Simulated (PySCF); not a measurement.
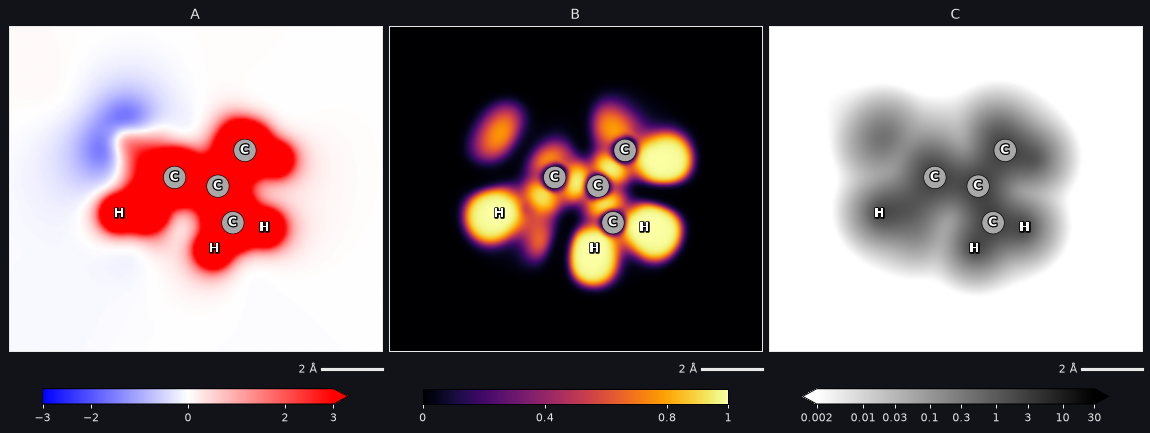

C7H14OSi: 3 fields on the plane of atoms C3, C2 and C4, with unlabelled colour scales. Grey discs cover the atomic cores.

Geometry: GFN2-xTB.

The calculation used PBE0/pcSseg-1, SCF density, gas phase, non-relativistic (PySCF 2.14.0).

Q: The panels show electron density, electron localisation function and electrostatic potential in some order. Assign them.

A: Panel A: electrostatic potential (strongly positive close to the atoms, with negative regions outside electron-rich atoms). Panel B: electron localisation function. Panel C: electron density. From the grid: C–C (1.33 Å): ρ at the midpoint is about 2.3 e/Å³; the ELF peaks at about 0.90 between the atoms: a multiple bond. C–H (1.08 Å): the density is about 2 e/Å³ at the midpoint; the ELF climbs to about 1 towards the hydrogen, as it does in any bond to H (a covalent bond by its length).
